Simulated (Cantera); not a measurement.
Charge: 1 mol SiHCl3, 7.6 mol H2, at 700 °C.

Cantera equilibrium calculation (NASA polynomials, part measured and part estimated; ideal gas, pure solids and liquids). Candidate condensed phases: Si; 19 gas species. The tables' values for SiCl3 are old estimates; treat these amounts as uncertain. The numbers say what is thermodynamically allowed, not how fast it happens.

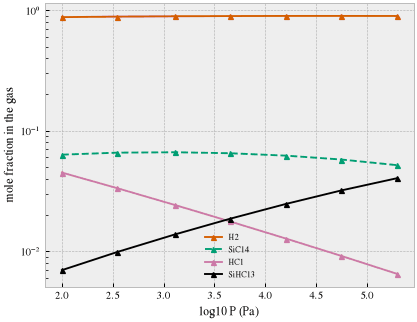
Figure. Equilibrium gas composition (values under 1e-9 drawn at 1e-9)

From 0.750 Torr to 1500 Torr the condensed part is Si(s). The main Si-bearing gas is SiCl4 throughout. The share of Si in condensed phases is highest at 0.750 Torr (31.2 %) and lowest at 1500 Torr (16.0 %).
